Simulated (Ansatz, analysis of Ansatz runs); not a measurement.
**A hop of O in Na2WO4 (Fd-3m), charge 0**

How high is the barrier when O changes place in Na2WO4 (Fd-3m)? The case: O_i hop between interstitial places, charge 0, in a cell of 56 host atoms with 1 O put in.

Program: Ansatz 0.2.0. Level of theory: plane-wave PAW DFT, PBEsol; nudged elastic band between two relaxed defect structures. Results are calculated unless marked as measured.

**1. The starting structure**

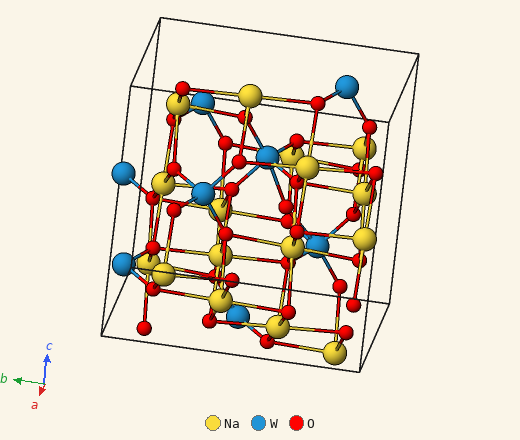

Start, viewed from a free direction; sodium yellow, tungsten blue, oxygen red.

The cell holds 57 atoms: 16 Na, 8 W and 33 O. Its edges and angles: a = 9.109 Å, b = 9.109 Å, c = 9.109 Å, α = 90.0°, β = 90.0°, γ = 90.0°. It derives from Na2WO4 (space group Fd-3m). Nearest the centre at fractional (0.512, 0.512, 0.352): O52 at 1.35 Å, W24 at 1.36 Å, O57 at 1.46 Å, O53 at 1.64 Å, Na16 at 2.53 Å, O31 at 2.64 Å, O26 at 2.64 Å, Na9 at 2.71 Å.

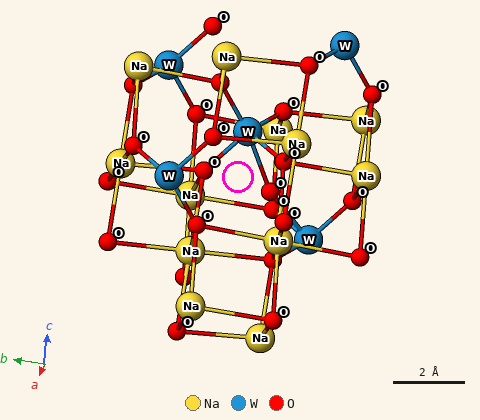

The atoms within 5 Å of the centre. A ring marks the middle of the ideal hop wherever no atom is near it.

The cell's shortest repeat is 9.1 Å.

**2. Relaxation of the start point, charge 0**

A barrier is counted from a minimum, so both ends are relaxed first. Small random displacements break the symmetry of the ideal sites, so that the defect can distort if it gains by it.

q0.start/input.yaml reads:

```yaml
crystal:
  lattice:
    - [9.1091061, 0.0, 0.0]
    - [0.0, 9.1091061, 0.0]
    - [0.0, 0.0, 9.1091061]
  atoms:
    - { symbol: Na, position: [0.125, 0.375, 0.375] }
    - { symbol: Na, position: [0.125, 0.875, 0.875] }
    - { symbol: Na, position: [0.625, 0.375, 0.875] }
    - { symbol: Na, position: [0.625, 0.875, 0.375] }
    - { symbol: Na, position: [0.375, 0.125, 0.375] }
    - { symbol: Na, position: [0.375, 0.625, 0.875] }
    - { symbol: Na, position: [0.875, 0.125, 0.875] }
    - { symbol: Na, position: [0.875, 0.625, 0.375] }
    - { symbol: Na, position: [0.375, 0.375, 0.125] }
    - { symbol: Na, position: [0.375, 0.875, 0.625] }
    - { symbol: Na, position: [0.875, 0.375, 0.625] }
    - { symbol: Na, position: [0.875, 0.875, 0.125] }
    - { symbol: Na, position: [0.125, 0.125, 0.125] }
    - { symbol: Na, position: [0.125, 0.625, 0.625] }
    - { symbol: Na, position: [0.625, 0.125, 0.625] }
    - { symbol: Na, position: [0.625, 0.625, 0.125] }
    - { symbol: W, position: [0.25, 0.25, 0.75] }
    - { symbol: W, position: [0.25, 0.75, 0.25] }
    - { symbol: W, position: [0.75, 0.25, 0.25] }
    - { symbol: W, position: [0.75, 0.75, 0.75] }
    - { symbol: W, position: [0.0, 0.0, 0.5] }
    - { symbol: W, position: [0.0, 0.5, 0.0] }
    - { symbol: W, position: [0.5, 0.0, 0.0] }
    - { symbol: W, position: [0.5, 0.5, 0.5] }
    - { symbol: O, position: [0.36328797, 0.13671203, 0.63671203] }
    - { symbol: O, position: [0.36328797, 0.63671203, 0.13671203] }
    - { symbol: O, position: [0.86328797, 0.13671203, 0.13671203] }
    - { symbol: O, position: [0.86328797, 0.63671203, 0.63671203] }
    - { symbol: O, position: [0.13671203, 0.36328797, 0.63671203] }
    - { symbol: O, position: [0.13671203, 0.86328797, 0.13671203] }
    - { symbol: O, position: [0.63671203, 0.36328797, 0.13671203] }
    - { symbol: O, position: [0.63671203, 0.86328797, 0.63671203] }
    - { symbol: O, position: [0.13671203, 0.13671203, 0.86328797] }
    - { symbol: O, position: [0.13671203, 0.63671203, 0.36328797] }
    - { symbol: O, position: [0.63671203, 0.13671203, 0.36328797] }
    - { symbol: O, position: [0.63671203, 0.63671203, 0.86328797] }
    - { symbol: O, position: [0.36328797, 0.36328797, 0.86328797] }
    - { symbol: O, position: [0.36328797, 0.86328797, 0.36328797] }
    - { symbol: O, position: [0.86328797, 0.36328797, 0.36328797] }
    - { symbol: O, position: [0.86328797, 0.86328797, 0.86328797] }
    - { symbol: O, position: [0.38671203, 0.11328797, 0.11328797] }
    - { symbol: O, position: [0.38671203, 0.61328797, 0.61328797] }
    - { symbol: O, position: [0.88671203, 0.11328797, 0.61328797] }
    - { symbol: O, position: [0.88671203, 0.61328797, 0.11328797] }
    - { symbol: O, position: [0.11328797, 0.38671203, 0.11328797] }
    - { symbol: O, position: [0.11328797, 0.88671203, 0.61328797] }
    - { symbol: O, position: [0.61328797, 0.38671203, 0.61328797] }
    - { symbol: O, position: [0.61328797, 0.88671203, 0.11328797] }
    - { symbol: O, position: [0.11328797, 0.11328797, 0.38671203] }
    - { symbol: O, position: [0.11328797, 0.61328797, 0.88671203] }
    - { symbol: O, position: [0.61328797, 0.11328797, 0.88671203] }
    - { symbol: O, position: [0.61328797, 0.61328797, 0.38671203] }
    - { symbol: O, position: [0.38671203, 0.38671203, 0.38671203] }
    - { symbol: O, position: [0.38671203, 0.88671203, 0.88671203] }
    - { symbol: O, position: [0.88671203, 0.38671203, 0.88671203] }
    - { symbol: O, position: [0.88671203, 0.88671203, 0.38671203] }
    - { symbol: O, position: [0.625, 0.398085, 0.351915] }
basis:
  ecutwfc: 420
  xc_grid: 2
hamiltonian:
  xc: pbesol
kpoints:
  mp_grid: { grid: [1, 1, 1], shift: [0.25, 0.25, 0.25] }
scf:
  occupations: { method: fixed }
  max_iter: 120
output:
  forces: true
relax:
  f_tol: 0.02
  max_steps: 70
  random_displacement: { amplitude: 0.03, seed: 5264 }
```

The run is started by

```console
ansatz run input.yaml --threads 4 --pin off --max-ram 14131MiB --backend cpu --events-out ev --progress --plain --runs-dir out
```

Numbers of over 12 decimals in the logs are rounded to 6 here.

The program printed:

```text
[... repeated set-up lines and file paths are left out, and long positions are rounded to six places ...]
The last accepted step is kept in <dir> (removed where the run ends without a failure and the disk answers)
Engine: ansatz 0.2.0, aarch64-unknown-linux-gnu
Pseudopotentials: kind: paw
Pseudopotential: Na, paw, valence charge 9, recommended cutoff 420 eV (normal), Na.paw.azcp
Pseudopotential: W, paw, valence charge 14, recommended cutoff 420 eV (normal), W.paw.azcp
Pseudopotential: O, paw, valence charge 6, recommended cutoff 420 eV (normal), O.paw.azcp
Functional definition: PBEsol
  exchange = pbesol_x
  correlation = pbesol_c
Crystal: 57 atoms, lattice volume = 755.835 Å³
Basis set: ecut = 420 eV, 14771 PW (Γ), exchange–correlation on 128×128×128 points (8 copies of the dense FFT grid, shifted against one another)
Bands: 284, of which v1, the nominal top of the filled ones, is band 227 counted from 1 (226 counted from 0)
Symmetry: 1 space group operations
k-points: 1
Non-local potential: Na, projectors of the file, l = 0: 3, l = 1: 2, l = 2: 1
Non-local potential: W, projectors of the file, l = 0: 3, l = 1: 2, l = 2: 2, l = 3: 1
Non-local potential: O, projectors of the file, l = 0: 2, l = 1: 2, l = 2: 1
PAW form: soft (Blöchl's): semilocal exchange-correlation on the pseudo side does not see the compensation charge
PAW frozen core: Na, regenerated for the run's functional, and the local potential with it (the file was generated under x = pbe(κ = 0.804, μ = 0.219515), c = pbe(β = 0.066725))
PAW frozen core: W, regenerated for the run's functional, and the local potential with it (the file was generated under x = pbe(κ = 0.804, μ = 0.219515), c = pbe(β = 0.066725))
PAW frozen core: O, regenerated for the run's functional, and the local potential with it (the file was generated under x = pbe(κ = 0.804, μ = 0.219515), c = pbe(β = 0.066725))
PAW one-centre angular grid: Na, 110 points (default); XC on 64 Gauss nodes
PAW one-centre angular grid: W, 590 points (default); XC on 64 Gauss nodes
PAW one-centre angular grid: O, 110 points (default); XC on 64 Gauss nodes
Initial density: superposition of atomic densities (neutral atoms: chi_scale 0, normalization atom), corrected by the library's trained network
Initial wavefunctions: pseudopotential atomic-orbital guess
Functional: x = pbesol(κ = 0.804, μ = 0.123457), c = pbesol(β = 0.046)
SCF iter   1: F=—  HF=-124206.917868 eV  |F-HF|=—  |Δ(HF+E_count)|=         —  Δρ=2.57e-2  dr2=3.92e0  ethr=1.77e-3  ⟨swp⟩=5.0  Hψ=814  notcnv=0  defer=52
preconditioner: auto → Resta (q_TF=auto, 2.506 Å⁻¹)  ε∞=3.5  [insulator: Δε(μ)=0.084 eV  Ē_g=16.081 eV  n_scr=202 (ndim 8)  ℏωp=25.6 eV  f_vac=0.049  ε∞_Penn≈3.5]
SCF iter   2: F=—  HF=-124207.400632 eV  |F-HF|=—  |Δ(HF+E_count)|=   4.83e-1  Δρ=3.83e-2  dr2=8.76e0  ethr=8.63e-4  ⟨swp⟩=2.0  Hψ=443  notcnv=0  defer=49
SCF iter   3: F=—  HF=-124206.377693 eV  |F-HF|=—  |Δ(HF+E_count)|=    1.02e0  Δρ=2.42e-2  dr2=2.01e0  ethr=8.63e-4  ⟨swp⟩=2.0  Hψ=306  notcnv=0  defer=54
SCF iter   4: F=—  HF=-124206.777860 eV  |F-HF|=—  |Δ(HF+E_count)|=   4.00e-1  Δρ=2.94e-2  dr2=5.09e0  ethr=4.42e-4  ⟨swp⟩=2.0  Hψ=367  notcnv=0  defer=52  recentre
SCF iter   5: F=—  HF=-124206.317719 eV  |F-HF|=—  |Δ(HF+E_count)|=   4.60e-1  Δρ=1.95e-2  dr2=1.36e0  ethr=4.42e-4  ⟨swp⟩=2.0  Hψ=306  notcnv=0  defer=53
SCF iter   6: F=—  HF=-124206.292643 eV  |F-HF|=—  |Δ(HF+E_count)|=   2.51e-2  Δρ=2.26e-2  dr2=2.16e0  ethr=2.99e-4  ⟨swp⟩=2.0  Hψ=236  notcnv=0  defer=49
SCF iter   7: F=—  HF=-124206.369049 eV  |F-HF|=—  |Δ(HF+E_count)|=   7.64e-2  Δρ=2.07e-2  dr2=1.76e0  ethr=2.99e-4  ⟨swp⟩=2.0  Hψ=236  notcnv=0  defer=50
SCF iter   8: F=—  HF=-124206.338893 eV  |F-HF|=—  |Δ(HF+E_count)|=   3.02e-2  Δρ=1.98e-2  dr2=1.57e0  ethr=2.99e-4  ⟨swp⟩=2.0  Hψ=307  notcnv=0  defer=52
SCF iter   9: F=—  HF=-124206.278398 eV  |F-HF|=—  |Δ(HF+E_count)|=   6.05e-2  Δρ=1.76e-2  dr2=1.22e0  ethr=2.99e-4  ⟨swp⟩=1.0  Hψ=233  notcnv=0  defer=51
SCF iter  10: F=—  HF=-124206.323563 eV  |F-HF|=—  |Δ(HF+E_count)|=   4.52e-2  Δρ=2.53e-2  dr2=1.94e0  ethr=2.68e-4  ⟨swp⟩=1.0  Hψ=233  notcnv=0  defer=51
SCF iter  11: F=—  HF=-124206.287974 eV  |F-HF|=—  |Δ(HF+E_count)|=   3.56e-2  Δρ=2.47e-2  dr2=1.95e0  ethr=2.68e-4  ⟨swp⟩=1.0  Hψ=233  notcnv=0  defer=51
SCF iter  12: F=—  HF=-124206.275609 eV  |F-HF|=—  |Δ(HF+E_count)|=   1.24e-2  Δρ=1.46e-2  dr2=6.30e-1  ethr=2.68e-4  ⟨swp⟩=1.0  Hψ=233  notcnv=0  defer=51
SCF iter  13: F=—  HF=-124206.270482 eV  |F-HF|=—  |Δ(HF+E_count)|=   5.13e-3  Δρ=1.42e-2  dr2=5.59e-1  ethr=1.39e-4  ⟨swp⟩=1.0  Hψ=233  notcnv=0  defer=51
SCF iter  14: F=—  HF=-124206.262252 eV  |F-HF|=—  |Δ(HF+E_count)|=   8.23e-3  Δρ=1.99e-2  dr2=1.20e0  ethr=1.23e-4  ⟨swp⟩=1.0  Hψ=233  notcnv=0  defer=51
SCF iter  15: F=—  HF=-124206.270444 eV  |F-HF|=—  |Δ(HF+E_count)|=   8.19e-3  Δρ=2.34e-2  dr2=2.26e0  ethr=1.23e-4  ⟨swp⟩=1.0  Hψ=233  notcnv=0  defer=51
SCF iter  16: F=—  HF=-124206.267378 eV  |F-HF|=—  |Δ(HF+E_count)|=   3.07e-3  Δρ=2.11e-2  dr2=1.76e0  ethr=1.23e-4  ⟨swp⟩=1.0  Hψ=233  notcnv=0  defer=51
SCF iter  17: F=—  HF=-124206.264412 eV  |F-HF|=—  |Δ(HF+E_count)|=   2.97e-3  Δρ=1.45e-2  dr2=4.78e-1  ethr=1.23e-4  ⟨swp⟩=1.0  Hψ=233  notcnv=0  defer=51
SCF iter  18: F=—  HF=-124206.265445 eV  |F-HF|=—  |Δ(HF+E_count)|=   1.03e-3  Δρ=2.44e-2  dr2=2.09e0  ethr=1.05e-4  ⟨swp⟩=1.0  Hψ=233  notcnv=0  defer=51  recentre
SCF iter  19: F=—  HF=-124206.262038 eV  |F-HF|=—  |Δ(HF+E_count)|=   3.41e-3  Δρ=2.13e-2  dr2=1.83e0  ethr=1.05e-4  ⟨swp⟩=1.0  Hψ=233  notcnv=0  defer=51
SCF iter  20: F=—  HF=-124206.264168 eV  |F-HF|=—  |Δ(HF+E_count)|=   2.13e-3  Δρ=1.80e-2  dr2=1.31e0  ethr=1.05e-4  ⟨swp⟩=1.0  Hψ=233  notcnv=0  defer=51
SCF iter  21: F=—  HF=-124206.262658 eV  |F-HF|=—  |Δ(HF+E_count)|=   1.51e-3  Δρ=1.75e-2  dr2=1.26e0  ethr=1.05e-4  ⟨swp⟩=1.0  Hψ=233  notcnv=0  defer=51
SCF iter  22: F=—  HF=-124206.265092 eV  |F-HF|=—  |Δ(HF+E_count)|=   2.43e-3  Δρ=2.34e-2  dr2=2.24e0  ethr=1.05e-4  ⟨swp⟩=1.0  Hψ=233  notcnv=0  defer=51
SCF iter  23: F=—  HF=-124206.262317 eV  |F-HF|=—  |Δ(HF+E_count)|=   2.77e-3  Δρ=2.03e-2  dr2=1.60e0  ethr=1.05e-4  ⟨swp⟩=1.0  Hψ=233  notcnv=0  defer=51
SCF iter  24: F=—  HF=-124206.262068 eV  |F-HF|=—  |Δ(HF+E_count)|=   2.50e-4  Δρ=1.72e-2  dr2=9.43e-1  ethr=1.05e-4  ⟨swp⟩=1.0  Hψ=233  notcnv=0  defer=51
SCF iter  25: F=—  HF=-124206.261704 eV  |F-HF|=—  |Δ(HF+E_count)|=   3.64e-4  Δρ=1.37e-2  dr2=4.16e-1  ethr=1.05e-4  ⟨swp⟩=1.0  Hψ=233  notcnv=0  defer=51
SCF iter  26: F=—  HF=-124206.263552 eV  |F-HF|=—  |Δ(HF+E_count)|=   1.85e-3  Δρ=2.13e-2  dr2=1.01e0  ethr=9.17e-5  ⟨swp⟩=1.0  Hψ=233  notcnv=0  defer=51  recentre
[...]
relax step   2: F+E_penalty+E_count = -124207.68691117 eV  Δ(F+E_penalty+E_count) = -1.416e0 eV  max|allowed force component| = 7.557e-1 eV/Å  Δτ_max = 0.1982 Å  (32 SCF iters, dr2 threshold 1.00e-4 eV, accepted)
relax step   3: F+E_penalty+E_count = -124207.89297593 eV  Δ(F+E_penalty+E_count) = -2.061e-1 eV  max|allowed force component| = 5.712e-1 eV/Å  Δτ_max = 0.1437 Å  (29 SCF iters, dr2 threshold 3.57e-5 eV, accepted)
relax step   4: F+E_penalty+E_count = -124208.14315231 eV  Δ(F+E_penalty+E_count) = -2.502e-1 eV  max|allowed force component| = 1.664e0 eV/Å  Δτ_max = 0.2000 Å  (11 SCF iters, dr2 threshold 2.04e-5 eV, accepted)
relax step   5: F+E_penalty+E_count = -124208.55109509 eV  Δ(F+E_penalty+E_count) = -4.079e-1 eV  max|allowed force component| = 1.883e0 eV/Å  Δτ_max = 0.1972 Å  (8 SCF iters, dr2 threshold 1.00e-4 eV, accepted)
relax step   6: F+E_penalty+E_count = -124209.07020077 eV  Δ(F+E_penalty+E_count) = -5.191e-1 eV  max|allowed force component| = 1.707e0 eV/Å  Δτ_max = 0.1943 Å  (8 SCF iters, dr2 threshold 1.00e-4 eV, accepted)
relax step   7: F+E_penalty+E_count = -124209.55671921 eV  Δ(F+E_penalty+E_count) = -4.865e-1 eV  max|allowed force component| = 1.062e0 eV/Å  Δτ_max = 0.1948 Å  (7 SCF iters, dr2 threshold 1.00e-4 eV, accepted)
relax step   8: F+E_penalty+E_count = -124209.72432796 eV  Δ(F+E_penalty+E_count) = -1.676e-1 eV  max|allowed force component| = 1.195e0 eV/Å  Δτ_max = 0.1696 Å  (7 SCF iters, dr2 threshold 1.00e-4 eV, accepted)
relax step   9: F+E_penalty+E_count = -124209.90229441 eV  Δ(F+E_penalty+E_count) = -1.780e-1 eV  max|allowed force component| = 9.426e-1 eV/Å  Δτ_max = 0.1521 Å  (6 SCF iters, dr2 threshold 1.00e-4 eV, accepted)
relax step  10: F+E_penalty+E_count = -124210.06511636 eV  Δ(F+E_penalty+E_count) = -1.628e-1 eV  max|allowed force component| = 1.042e0 eV/Å  Δτ_max = 0.1962 Å  (6 SCF iters, dr2 threshold 1.00e-4 eV, accepted)
relax step  11: F+E_penalty+E_count = -124210.15940247 eV  Δ(F+E_penalty+E_count) = -9.429e-2 eV  max|allowed force component| = 3.572e-1 eV/Å  Δτ_max = 0.2000 Å  (7 SCF iters, dr2 threshold 1.00e-4 eV, accepted)
relax step  12: F+E_penalty+E_count = -124210.14246588 eV  Δ(F+E_penalty+E_count) = +1.694e-2 eV  max|allowed force component| = 1.172e0 eV/Å  Δτ_max = 0.0712 Å  (7 SCF iters, dr2 threshold 1.50e-5 eV, rejected (line search))
relax step  13: F+E_penalty+E_count = -124210.18297672 eV  Δ(F+E_penalty+E_count) = -2.357e-2 eV  max|allowed force component| = 1.024e-1 eV/Å  Δτ_max = 0.0350 Å  (9 SCF iters, accepted)
relax step  14: F+E_penalty+E_count = -124210.20288439 eV  Δ(F+E_penalty+E_count) = -1.991e-2 eV  max|allowed force component| = 5.343e-2 eV/Å  Δτ_max = 0.1000 Å  (8 SCF iters, dr2 threshold 8.62e-7 eV, accepted)
SCF iter   1: F=—  HF=-124210.208891 eV  |F-HF|=—  |Δ(HF+E_count)|=         —  Δρ=4.94e-3  dr2=4.89e-2  ethr=1.17e-4  ⟨swp⟩=4.0  Hψ=518  notcnv=0  defer=55
SCF iter   2: F=—  HF=-124210.202096 eV  |F-HF|=—  |Δ(HF+E_count)|=   6.79e-3  Δρ=2.56e-3  dr2=1.40e-2  ethr=1.08e-5  ⟨swp⟩=3.0  Hψ=485  notcnv=0  defer=55
SCF iter   3: F=—  HF=-124210.200781 eV  |F-HF|=—  |Δ(HF+E_count)|=   1.31e-3  Δρ=1.24e-3  dr2=4.69e-3  ethr=3.09e-6  ⟨swp⟩=3.0  Hψ=416  notcnv=0  defer=54
SCF iter   4: F=—  HF=-124210.200218 eV  |F-HF|=—  |Δ(HF+E_count)|=   5.63e-4  Δρ=1.72e-4  dr2=1.54e-4  ethr=1.03e-6  ⟨swp⟩=2.0  Hψ=415  notcnv=0  defer=51
SCF iter   5: F=—  HF=-124210.200222 eV  |F-HF|=—  |Δ(HF+E_count)|=   4.14e-6  Δρ=1.09e-4  dr2=8.29e-5  ethr=3.39e-8  ⟨swp⟩=2.0  Hψ=413  notcnv=0  defer=50
SCF iter   6: F=—  HF=-124210.206046 eV  |F-HF|=—  |Δ(HF+E_count)|=   5.82e-3  Δρ=3.00e-5  dr2=4.34e-6  ethr=1.83e-8  ⟨swp⟩=2.0  Hψ=453  notcnv=0  defer=50
SCF iter   7: F=—  HF=-124210.206049 eV  |F-HF|=—  |Δ(HF+E_count)|=   2.77e-6  Δρ=1.31e-5  dr2=1.08e-6  ethr=9.55e-10  ⟨swp⟩=2.0  Hψ=413  notcnv=0  defer=50
SCF iter   8: F=—  HF=-124210.206049 eV  |F-HF|=—  |Δ(HF+E_count)|=   3.85e-7  Δρ=7.36e-6  dr2=4.42e-7  ethr=2.39e-10  ⟨swp⟩=2.0  Hψ=413  notcnv=0  defer=50
SCF iter   9: F=-124210.206049 eV  HF=-124210.206049 eV  |F-HF|=2.50e-9  |Δ(HF+E_count)|=   5.09e-8  Δρ=2.81e-6  dr2=4.03e-8  ethr=2.20e-11  ⟨swp⟩=3.0  Hψ=864  notcnv=0
SCF 15 converged in 9 iterations: F = -124210.206049 eV  dr2 = 4.03e-8
relax step  15: F+E_penalty+E_count = -124210.20604890 eV  Δ(F+E_penalty+E_count) = -3.165e-3 eV  max|allowed force component| = 1.524e-2 eV/Å  Δτ_max = 0.0460 Å  (9 SCF iters, accepted)
NSCF: frozen V_eff on 1 k-points
the band table was solved once a step of the walk had ended and its energy, with any forces and stress, was formed, with the checks that follow a solve (1145 applications of the Hamiltonian). They found nothing against the state; [...]
SCF converged after 9 iterations
Free energy (F): -124210.206049 eV
Harris-Foulkes:  -124210.206049 eV  (|F-HF|=2.50e-9)
Internal energy: -124210.206049 eV  (E = F + TS)
E sigma→0 (E₀):  -124210.206049 eV
Fermi energy:    5.372414 eV
--- Per-component energies (eV) ---
  E_band       = -5780.054973
  E_kinetic    = 11271.112175
  E_local      = -40369.933902  (includes V_loc(G=0)·N_el)
  E_nonlocal   = 3469.869735
  E_hartree    = 14208.900031
  E_xc         = -5124.324249
  E_vxc        = -5764.778807  (∫ρ·V_xc dr)
  E_paw        = -76562.307873  (= ΣΔE_a)
  E_vpaw       = -2804.217057  (= ΣTr[D̂ρ^β])
  E_aug_tail   = 0.081170  (compensation charges beyond the density's cutoff)
  E_ewald      = -31107.417075
  E_core_change = 3.813939  (= ΣΔE_core)
  E_smearing   = -0.000000  (= −TS)
  E_closure    = -0.000000  (closes the sum)
  Σ components = -124210.206049   (vs F -124210.206049, Δ=0.00e0)
--- Forces (eV/Å), atoms counted from 1 ---
  atom   1  Na     0.00031404     0.00032677     0.00046821
  atom   2  Na     0.00096478     0.00077173     0.00116022
  [... 6 atoms left out ...]
  atom   9  Na     0.00542279    -0.00105155     0.00479101
  [... 6 atoms left out ...]
  atom  16  Na    -0.00123231     0.01523881    -0.00398692
  [... 7 atoms left out ...]
  atom  24  W     -0.00457726    -0.00201260     0.00823579
  [... 1 atom left out ...]
  atom  26  O      0.00622803    -0.00675907    -0.00465780
  [... 4 atoms left out ...]
  atom  31  O      0.00016213    -0.00341590    -0.00135804
  [... 10 atoms left out ...]
  atom  42  O      0.00238597     0.00058615    -0.00063382
  [... 4 atoms left out ...]
  atom  47  O     -0.00170567    -0.00119516     0.00439122
  [... 4 atoms left out ...]
  atom  52  O      0.00369983     0.00898036    -0.00727849
  atom  53  O     -0.00198034     0.00010861    -0.00106980
  [... 3 atoms left out ...]
  atom  57  O     -0.01283030    -0.01078949     0.00472082
  max |Σ_I F_I| component: 1.34e-4 eV/Å
--- Band table (eV) ---
  k-point 0: bands = ["-68.7481", "-68.3672", "-68.3517", "-68.3502", [... 276 left out ...] "14.6072", "14.6623", "14.7486", "14.9191"]
--- Relaxed structure (15 steps of the walk, 14 accepted, 0 SCFs on fresh bases) ---
  F+E_penalty+E_count = -124210.20604890 eV   max|allowed force component| = 1.524e-2 eV/Å
  atoms:
    - { symbol: Na, position: [0.126472, 0.374832, 0.378765] }
    - { symbol: Na, position: [0.124409, 0.876802, 0.879487] }
    [... 6 atoms left out ...]
    - { symbol: Na, position: [0.373008, 0.377789, 0.126877] }
    [... 6 atoms left out ...]
    - { symbol: Na, position: [0.621845, 0.647642, 0.122475] }
    [... 7 atoms left out ...]
    - { symbol: W, position: [0.497907, 0.501630, 0.499941] }
    [... 1 atom left out ...]
    - { symbol: O, position: [0.362265, 0.639525, 0.139047] }
    [... 4 atoms left out ...]
    - { symbol: O, position: [0.632845, 0.299195, 0.090033] }
    [... 10 atoms left out ...]
    - { symbol: O, position: [0.387100, 0.611630, 0.618536] }
    [... 4 atoms left out ...]
    - { symbol: O, position: [0.614999, 0.386209, 0.607276] }
    [... 4 atoms left out ...]
    - { symbol: O, position: [0.609200, 0.621498, 0.391629] }
    - { symbol: O, position: [0.380738, 0.388912, 0.390007] }
    [... 3 atoms left out ...]
    - { symbol: O, position: [0.633675, 0.416014, 0.206890] }
```

It took 2.5 min on 4 threads of Arm Neoverse V2, shared host; peak memory 1.4 GiB.

[end of part 1 of 5]

[Logs are printed without paths, hosts, clocks, repeated set-up lines and the standing remarks that a program may print on its own settings, such as how far it seeks lower states.]

[Hosts, paths, dates, database ids (printed as entryN), source tags and the programs' standing remarks are cut or masked in the printed files.]
